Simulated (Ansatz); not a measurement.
# SiAsH5: how energies converge with the basis set

Aim: see how fast density functionals converge with the basis set for SiAsH5.

Program: Ansatz 0.2.0, Gaussian basis. Level of theory: one geometry, several basis sets. These are calculated values, not measurements.

Plan: PBE0-D4/def2-SVP; ωB97M-V/def2-SVP; PBE0-D4/def2-QZVPP; ωB97M-V/def2-QZVPP; the functionals' def2-TZVPP values are taken from earlier runs.

## 1. The geometry

The geometry comes from an earlier relaxation with PBE0-D4 in a triple-zeta def2 set; it is a stationary point, not always the lowest conformer.

SMILES `[SiH3][AsH2]`, 7 atoms, charge 0, spin multiplicity 1.

Atoms are counted from 1 here; the program's logs count them from 0.

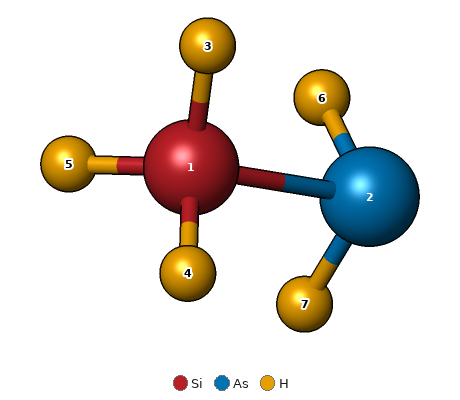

The geometry (silicon red, arsenic blue, hydrogen amber); atoms are numbered from 1 in the order of the file.

As a file:

```mol
AsH5Si
  3D, bonds by distance, orders not assigned

  7  6  0  0  0  0  0  0  0  0999 V2000
   -0.5806   -0.4880   -0.4140 Si  0  0
    0.9485    0.2339    1.2395 As  0  0
   -1.9242   -0.5974    0.2115 H   0  0
   -0.1584   -1.8337   -0.8822 H   0  0
   -0.6622    0.4280   -1.5809 H   0  0
    0.4191    1.6606    1.1831 H   0  0
    2.0189    0.5286    0.1972 H   0  0
  1  2  8  0
  1  3  8  0
  1  4  8  0
  1  5  8  0
  2  6  8  0
  2  7  8  0
M  END
```

## 2. PBE0-D4 in def2-SVP

in.yaml

```yaml
crystal:
  periodic: [false, false, false]
  atoms:
    - {symbol: Si, position_ang: [-0.580573, -0.487955, -0.413969]}
    - {symbol: As, position_ang: [0.948529, 0.233906, 1.239525]}
    - {symbol: H, position_ang: [-1.924213, -0.597391, 0.211462]}
    - {symbol: H, position_ang: [-0.158410, -1.833717, -0.882163]}
    - {symbol: H, position_ang: [-0.662159, 0.428001, -1.580857]}
    - {symbol: H, position_ang: [0.419087, 1.660609, 1.183063]}
    - {symbol: H, position_ang: [2.018941, 0.528648, 0.197240]}
basis:
  gaussian: {orbitals: def2-SVP}
hamiltonian: {xc: pbe0, dispersion: d4}
output: {orbitals: {seedname: orbitals}}
```

Command:

```sh
$ ansatz run in.yaml --threads 4 --pin off --events-out ev --progress --plain --max-ram 10444MiB
```

The log of the run:

```text
Functional definition: PBE0
  name "PBE0"
  cite "Adamo & Barone, J. Chem. Phys. 110, 6158 (1999) doi:10.1063/1.478522"
  cite "Perdew, Burke & Ernzerhof, Phys. Rev. Lett. 77, 3865 (1996) doi:10.1103/PhysRevLett.77.3865"
  parent pbe
  parameter a = 0.25
  parameter kappa = 0.804
  parameter beta = 0.06672455060314922
  exchange = (1 - a)*pbe_x(kappa = kappa, mu = beta*pi^2/3) + a*exact_x
  correlation = pbe_c(beta = beta)
738 factors; integrals over basis functions are off by at most 1.2e-3 eV
mean field evaluation 1: about -68779.1559 eV, gradient 9.5e0 eV
mean field evaluation 2: about -68779.3486 eV, gradient 4.9e0 eV
mean field evaluation 4: about -68779.3869 eV, gradient 2.0e-1 eV
mean field evaluation 8: about -68779.4163 eV, gradient 2.9e-2 eV
mean field -68779.41635179 eV, -2527.5969305653 hartree, gradient 2.9e-5 eV, S^2 0.000000; 0 other end points of the search recorded, 0 dependent functions left out
reference -68779.41637424 eV, -2527.5969313906 hartree; 26, 26 occupied and 49, 49 virtual orbitals, 738 factors
Total energy: -68779.52151343 eV, -2527.6007951844 hartree
```

Wall time 0.6 s (4 threads of Arm Neoverse V1, shared host).

## 3. ωB97M-V in def2-SVP

in.yaml: that of step 2 with these lines changed.

```diff
@@ -12,3 +12,3 @@
   gaussian: {orbitals: def2-SVP}
-hamiltonian: {xc: pbe0, dispersion: d4}
+hamiltonian: {xc: {name: wB97M-V}}
 output: {orbitals: {seedname: orbitals}}
```

The command is unchanged.

The log of the run (excerpt; [...] marks lines left out):

```text
Functional definition: wB97M-V
  name "wB97M-V"
  cite "Mardirossian & Head-Gordon, J. Chem. Phys. 144, 214110 (2016) doi:10.1063/1.4952647"
  cite "Becke, J. Chem. Phys. 107, 8554 (1997) doi:10.1063/1.475007"
  cite "Vydrov & Van Voorhis, J. Chem. Phys. 133, 244103 (2010) doi:10.1063/1.3521275"
  # Of w^i u^j: cxij and so on, Table III.
[...]
  gx(w, u) = 1 - cx + cx01*u + cx10*w
  gss(w, u) = css00 + css04*u^4 + css10*w + css20*w^2 + css43*w^4*u^3
  gos(w, u) = cos00 + cos10*w + (cos20 + cos21*u)*w^2 + (cos60 + cos61*u)*w^6
[...]
      + integral(e_c_pw_mod_opposite_spin*gos(b97_w_opposite, b97_u_opposite)) + vv10(b, c)
738 factors; integrals over basis functions are off by at most 1.2e-3 eV
250 factors; integrals over basis functions are off by at most 6.5e-6 eV
[...]
mean field -68785.67494098 eV, -2527.8269294759 hartree, gradient 2.7e-5 eV, S^2 0.000000; 0 other end points of the search recorded, 0 dependent functions left out
reference -68785.67497861 eV, -2527.8269308589 hartree; 26, 26 occupied and 49, 49 virtual orbitals, 738 factors
Total energy: -68785.67497861 eV, -2527.8269308589 hartree
```

Run time: 2.3 s. Hardware: 4 threads of Arm Neoverse V1, shared host.

## 4. PBE0-D4 in def2-QZVPP

in.yaml: that of step 3 with these lines changed.

```diff
@@ -11,4 +11,4 @@
 basis:
-  gaussian: {orbitals: def2-SVP}
-hamiltonian: {xc: {name: wB97M-V}}
+  gaussian: {orbitals: "def2-QZVPP.json"}
+hamiltonian: {xc: pbe0, dispersion: d4}
 output: {orbitals: {seedname: orbitals}}
```

Same command.

The log of the run:

```text
Functional definition: PBE0
  name "PBE0"
  cite "Adamo & Barone, J. Chem. Phys. 110, 6158 (1999) doi:10.1063/1.478522"
  cite "Perdew, Burke & Ernzerhof, Phys. Rev. Lett. 77, 3865 (1996) doi:10.1103/PhysRevLett.77.3865"
  parent pbe
  parameter a = 0.25
  parameter kappa = 0.804
  parameter beta = 0.06672455060314922
  exchange = (1 - a)*pbe_x(kappa = kappa, mu = beta*pi^2/3) + a*exact_x
  correlation = pbe_c(beta = beta)
1259 factors; their error is unknown
mean field evaluation 1: about -68790.6743 eV, gradient 1.5e1 eV
mean field evaluation 2: about -68791.0045 eV, gradient 1.0e1 eV
mean field evaluation 4: about -68791.2018 eV, gradient 6.0e-1 eV
mean field evaluation 8: about -68791.3449 eV, gradient 1.7e-1 eV
mean field -68791.34495047 eV, -2528.0352984814 hartree, gradient 6.1e-5 eV, S^2 0.000000; 0 other end points of the search recorded, 0 dependent functions left out
reference -68791.34498729 eV, -2528.0352998347 hartree; 26, 26 occupied and 283, 283 virtual orbitals, 1259 factors
Total energy: -68791.45012648 eV, -2528.0391636285 hartree
```

It took 3.1 s on 4 threads of Arm Neoverse V1, shared host; peak memory 0.78 GiB.

## 5. ωB97M-V in def2-QZVPP

in.yaml: that of step 4 with these lines changed.

```diff
@@ -12,3 +12,3 @@
   gaussian: {orbitals: "def2-QZVPP.json"}
-hamiltonian: {xc: pbe0, dispersion: d4}
+hamiltonian: {xc: {name: wB97M-V}}
 output: {orbitals: {seedname: orbitals}}
```

The command is unchanged.

The log of the run (excerpt; [...] marks lines left out):

```text
Functional definition: wB97M-V
  name "wB97M-V"
  cite "Mardirossian & Head-Gordon, J. Chem. Phys. 144, 214110 (2016) doi:10.1063/1.4952647"
  cite "Becke, J. Chem. Phys. 107, 8554 (1997) doi:10.1063/1.475007"
  cite "Vydrov & Van Voorhis, J. Chem. Phys. 133, 244103 (2010) doi:10.1063/1.3521275"
  # Of w^i u^j: cxij and so on, Table III.
[...]
  gx(w, u) = 1 - cx + cx01*u + cx10*w
  gss(w, u) = css00 + css04*u^4 + css10*w + css20*w^2 + css43*w^4*u^3
  gos(w, u) = cos00 + cos10*w + (cos20 + cos21*u)*w^2 + (cos60 + cos61*u)*w^6
[...]
      + integral(e_c_pw_mod_opposite_spin*gos(b97_w_opposite, b97_u_opposite)) + vv10(b, c)
1202 factors; their error is unknown
276 factors; integrals over basis functions are off by at most 1.1e-5 eV
[...]
mean field -68797.59505993 eV, -2528.2649857675 hartree, gradient 6.4e-5 eV, S^2 0.000000; 0 other end points of the search recorded, 0 dependent functions left out
reference -68797.59511936 eV, -2528.2649879515 hartree; 26, 26 occupied and 283, 283 virtual orbitals, 1202 factors
Total energy: -68797.59511936 eV, -2528.2649879515 hartree
```

Run time: 8.5 s. Hardware: 4 threads of Arm Neoverse V1, shared host; peak memory 0.95 GiB.

## 6. Density functionals: the series

The def2-TZVPP values come from earlier runs at the same geometry.

```csv
functional,basis,functions,energy (eV),from the largest (eV),HOMO (eV),LUMO (eV)
PBE0-D4,def2-SVP,75,-68779.5215,11.929,-7.54,0.47
PBE0-D4,def2-TZVPP,160,-68789.8650,1.585,-7.55,0.18
PBE0-D4,def2-QZVPP,309,-68791.4501,0.000,-7.58,-0.06
ωB97M-V,def2-SVP,75,-68785.6750,11.920,-9.59,2.38
ωB97M-V,def2-TZVPP,160,-68796.0597,1.535,-9.62,1.84
ωB97M-V,def2-QZVPP,309,-68797.5951,0.000,-9.64,1.26
```

## 7. Results

| quantity | value |
| --- | --- |
| PBE0-D4: double and triple zeta above quadruple | 11.93, 1.59 eV |
| ωB97M-V: double and triple zeta above quadruple | 11.92, 1.54 eV |

In words: PBE0-D4 gains 10.34 eV from double to triple zeta, then 1.59 eV more. Total energies overstate the basis error of differences, where much of it tends to cancel. The LUMO of ωB97M-V is positive and keeps falling with the basis (2.38 to 1.26 eV): an unbound level that the basis holds in place.

For PBE0-D4 the largest set took about 5 times as long as the smallest (3.1 s against 0.6 s).
